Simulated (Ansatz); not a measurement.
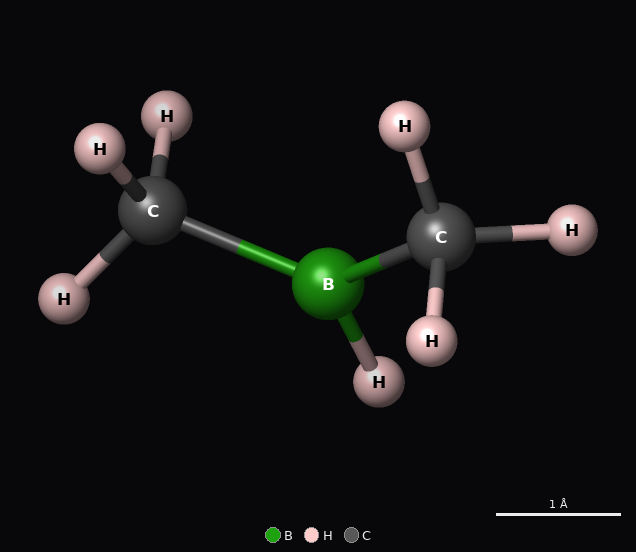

The picture shows a molecular structure as a ball-and-stick model.

The computed structure is the end point of a PBE0-D4/def2-TZVP optimisation.

Which formula does it have?

C₂H₇B, 10 atoms: 2 carbon, 7 hydrogen and 1 boron.

Give the symmetry (Schoenflies symbol).

C2.

Count the bonded pairs by element.

6 C–H, 2 C–B, 1 B–H. Sticks follow a distance rule.

The parts below concern this one geometry. Atoms keep their numbers from picture to picture.

## Dipole moment

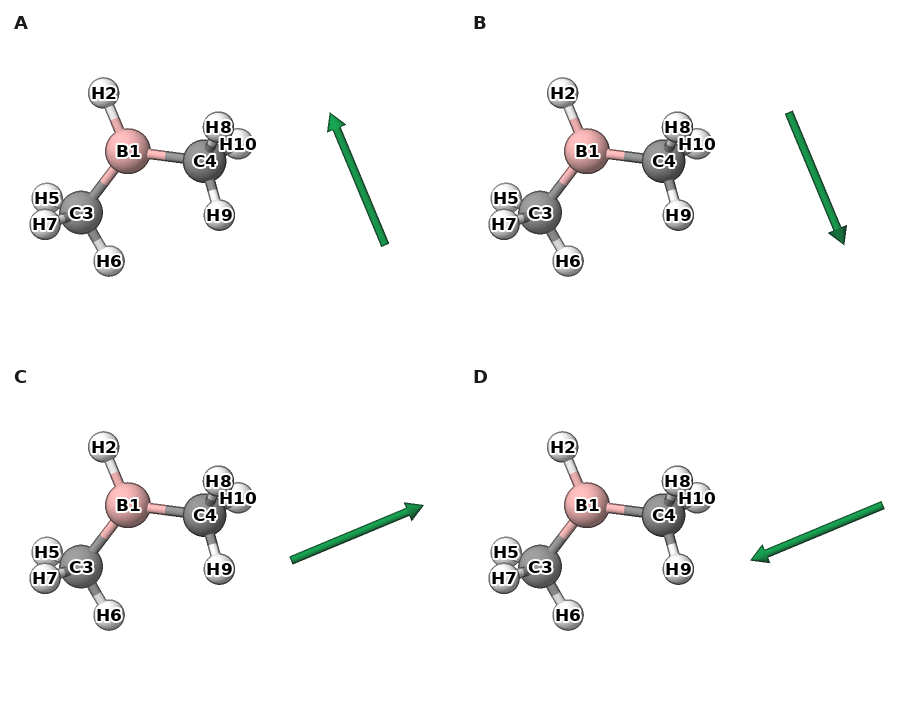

The same molecule four times, each with an arrow. Level of theory: RKS PBE0-D4/def2-TZVP (Ansatz 0.2.0).

Which arrow points along the dipole moment, from the negative to the positive end?

B. The dipole moment is 0.44 D; it points from the side of H2 to the side of H6, H9 (the outermost atoms at the two ends).

## Electronic properties

Method: RKS PBE0-D4/def2-TZVPP (Ansatz 0.2.0).

Estimate the HOMO energy (Kohn–Sham orbital).

−8.64 eV.

Give the HOMO–LUMO gap at this level.

8.05 eV.

Give the dispersion correction at this level.

−9.8 kJ/mol.

## Vibrations

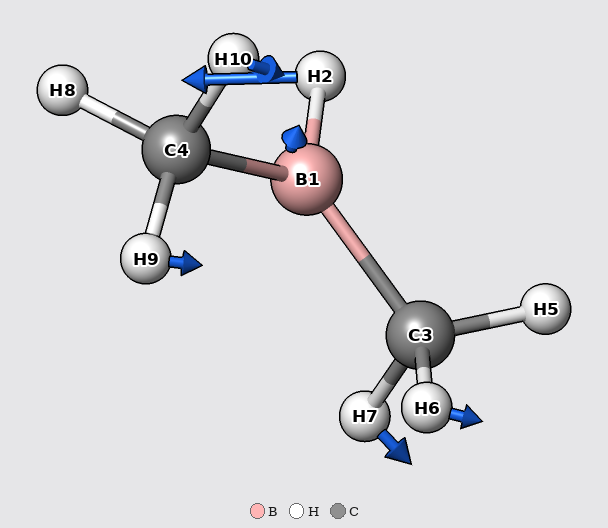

The arrows show one normal mode. Harmonic vibrations computed with RKS PBE0-D4/def2-TZVP (Ansatz 0.2.0) at a stationary point of the same level.

Estimate its harmonic wavenumber.

983 cm⁻¹; it is mode 8 of 24 counted from the lowest.
